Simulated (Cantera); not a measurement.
Feed: 1 mol Si₂Cl₆, 0.95 mol Cl₂, 94 mol H₂, held at 2.50 mbar.

Equilibrium computed with Cantera from the NASA thermochemical tables; the gas is ideal and each condensed phase is pure. Candidate condensed phases: Si; 19 gas species. The feed counts by its element totals alone. The tables' values for SiCl₃, SiCl are old estimates; treat these amounts as uncertain. Gases not in the tables: Si₂H₆ and higher silanes. Equilibrium is a limit: real reactors are often held back by kinetics, nucleation or transport.

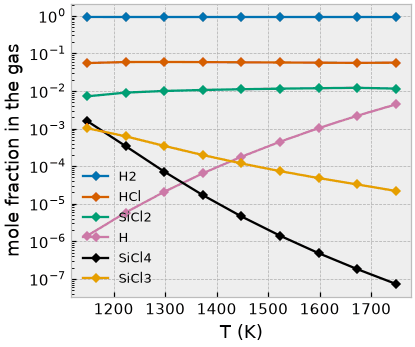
Fig. 1. Equilibrium gas composition (values under 1e-9 drawn at 1e-9)

From 1148 K to 1673 K the condensed part is Si(s). At 1748 K the condensed part is Si(l). The main Si-bearing gas is SiCl₂ throughout. The share of Si in condensed phases is highest at 1223 K (50.1 %) and lowest at 1748 K (38.8 %).
